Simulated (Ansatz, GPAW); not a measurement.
## SrH2S2 (P-3m1): refractive index against wavelength

The refractive index of SrH2S2 (P-3m1) along x below the direct gap (3.49 eV on the mesh) is read from one computed spectrum, n = √(Re ε). x, y and z are the Cartesian axes of the input cell.

Symmetry: P-3m1, No. 164, trigonal system. Conventional cell: a = 4.522 Å, b = 4.522 Å, c = 5.631 Å, α = 90.00°, β = 90.00°, γ = 120.00°. Sr on site a is surrounded by 6 S at 2.94 Å. Around S on site d lie 1 H at 1.36 Å. H on site d is surrounded by 1 S at 1.36 Å.

Method: GPAW 26.7.0, LDA, RPA, k-mesh 12×12×6, local fields up to 30 eV, Lorentzian half width 0.2 eV.

Launch of the response step: `OMP_NUM_THREADS=1 python df.py`. The run took 4.0 min, its band step included, on 1 thread of Arm Neoverse V2 (shared host).

| wavelength (nm) | photon energy E (eV) | n |
| --- | --- | --- |
| 1550 | 0.800 | 1.9175 |
| 1310 | 0.946 | 1.9222 |
| 1064 | 1.165 | 1.9309 |
| 850 | 1.459 | 1.9461 |
| 700 | 1.771 | 1.9675 |
| 633 | 1.959 | ? |
| 532 | 2.331 | 2.0236 |

In the single-oscillator model n² − 1 = E₀E_d/(E₀² − E²), so 1/(n² − 1) = E₀/E_d − E²/(E₀E_d) is linear in E².

Working, on the rows shown:

| x = E² (eV²) | y = 1/(n² − 1) |
| --- | --- |
| 0.639837 | 0.37358 |
| 0.895757 | 0.371078 |
| 1.35784 | 0.366519 |
| 2.12762 | 0.358769 |
| 3.13716 | 0.348304 |
| 5.43137 | 0.323106 |

Means: x̄ = 2.2649, ȳ = 0.35689. Σ(x − x̄)(y − ȳ) = -0.17, Σ(x − x̄)² = 16.14. Slope = -0.17 / 16.14 = -0.01053; intercept = ȳ − slope · x̄ = 0.38074. Turned back into n, the line misses the rows shown by at most 0.0013.

Task: Predict the last column of the withheld row from the fit.

Result: At x = 3.8364 the line gives y = 0.34034, that is 1.9845. The run gave 1.9834, so the interpolation is off by 0.0011, 1.0 % of the range in the table.

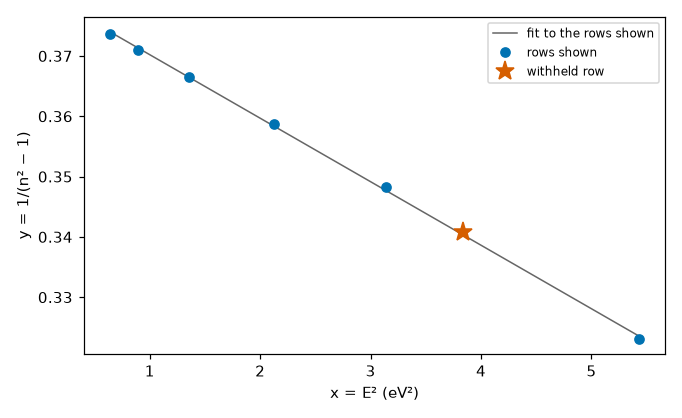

Refitted with all rows, the slope is -0.01049 and the intercept 0.38072. These give E₀ = √(intercept/−slope) = 6.02 eV and E_d = E₀/intercept = 15.8 eV; E₀ is 1.7 times the direct gap. The electronic limit at long wavelengths, without lattice vibrations, is n = √(1 + 1/intercept) = 1.904. The structure is a model and need not exist. Excitons are left out; LDA gaps are as a rule too small. The values come from a sum over the points of one k-mesh and carry its error, which grows as the direct gap shrinks. Spin-orbit coupling is left out.
